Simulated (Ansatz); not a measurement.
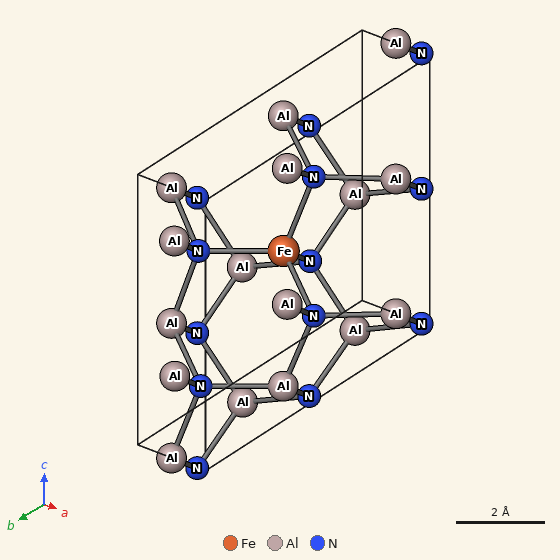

This ball-and-stick model is shown from a general direction. Lines trace the edges of the supercell. The host is AlN, in a cell of 16 sites, and the cell is neutral.

Identify the point defect.

Iron on an aluminium site (a substitutional impurity). It is bonded to four N in a tetrahedral arrangement at about 2.0 Å.

The numbers come from DFT PBE, scalar-relativistic, plane waves, PAW (Ansatz 0.2.0), using plane-wave cutoff 420 eV, a 2×2×2 grid in reciprocal space, Gaussian smearing of 0.01 eV, collinear spins.

Is the defect magnetic?

Yes, 5.0 μB in the cell.

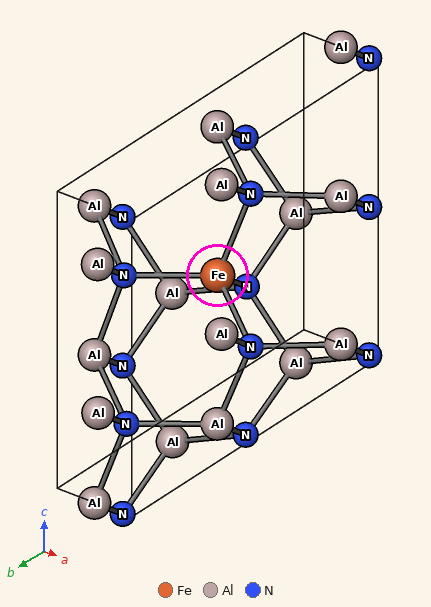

The same cell with a ring at the defect's site.

The atoms were relaxed in the host's cell with Ansatz 0.2.0, DFT PBE, scalar-relativistic, plane waves, PAW.
